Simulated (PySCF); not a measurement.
# C3H10NOSi2 (doublet): what the fields show

Input file:

```
{"job": {"kind": "epr", "basis": "pcH-1"}, "charge": 0, "multiplicity": 2}
C     -1.657448     1.251911     0.369442
C     -1.492152    -0.091288    -0.310601
C     -0.867904    -1.182378     0.563198
Si     0.488425    -1.188416    -0.775041
N      2.062991    -0.600760    -0.421499
Si     2.458801     0.990245     0.166203
O     -0.505053    -0.005464    -1.353413
H     -1.958829     2.002941    -0.356834
H     -2.414632     1.182893     1.147143
H     -0.709991     1.553744     0.812109
H     -2.433882    -0.404737    -0.771778
H     -1.486303    -2.068351     0.662115
H     -0.601377    -0.825762     1.553881
H      0.578312    -2.359948    -1.637778
H      2.801447    -1.281627    -0.440011
H      3.919395     1.046569     0.186186
H      1.811203     1.992459    -0.665777
```

Launched as:

```sh
OMP_NUM_THREADS=1 python probes_run.py task.json out
```

Geometry: GFN2-xTB.

Computed with UKS B3LYP, pcH-1 on C H N O Si, non-relativistic, mean-field spin-orbit, GIAO in PySCF 2.14.0, density-fitted response routines.

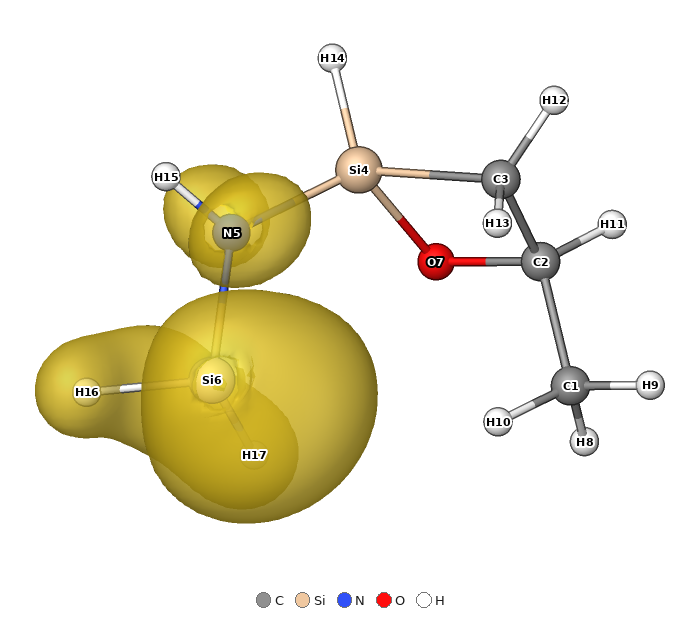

Figure 1. Isosurfaces of the spin density (α minus β) at +0.015 (yellow) and −0.015 e/Å³ (cyan), seen across its widest extent.

### Which atoms carry the spin?

The unpaired spin (1 electron) lies mostly on Si6 (about 0.7) and N5 (about 0.1), in electrons by Hirshfeld's partition. Only one sign reaches the isovalue.

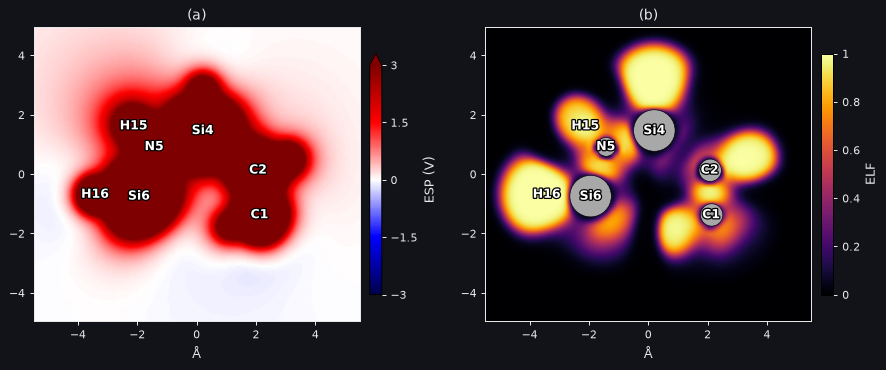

Figure 2. (a) electrostatic potential; (b) ELF on the plane of atoms N5, Si6 and H16. Grey discs cover the atomic cores in the ELF map.

### What do the fields say about this system?

The plane passes through C, Si, N and H nuclei. C–C (1.51 Å): the ELF peaks at about 0.95 between the atoms, as expected for a shared electron pair. Si–N (1.72 Å): the ELF peaks at about 0.90 between the atoms: a polar covalent bond. N–H (1.00 Å): the ELF climbs to about 1 towards the hydrogen, as it does in any bond to H; an ordinary covalent bond to hydrogen. The potential has no marked negative region in this plane.

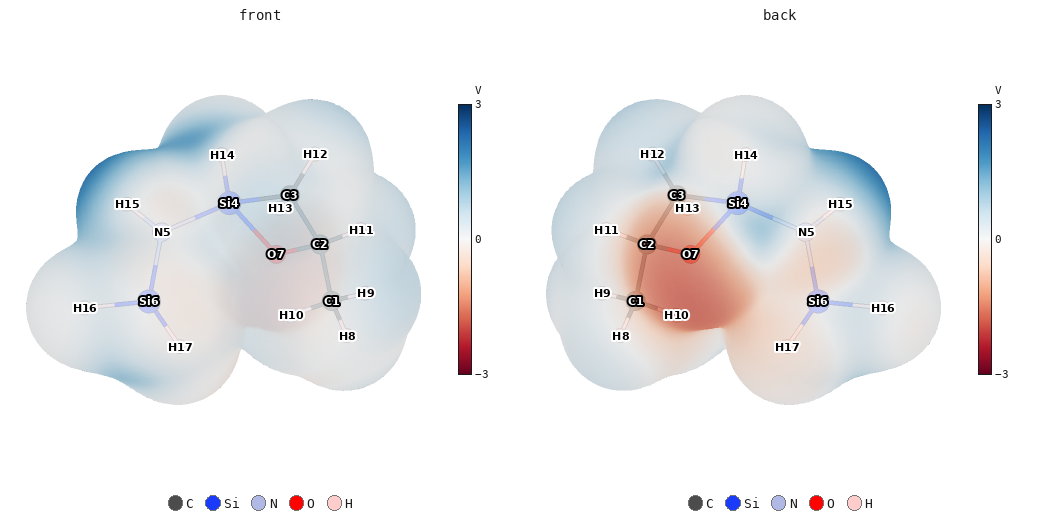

Figure 3. The electrostatic potential painted on the density surface at 0.002 e/bohr³, seen from the front and from behind; the colour scale runs from red (negative) to blue (positive).

### Where is the surface potential most negative and most positive?

The most negative region (about −1.8 V) lies over O7, the most positive (about +2.0 V) over H15. O7 is the likeliest acceptor of a hydrogen bond.
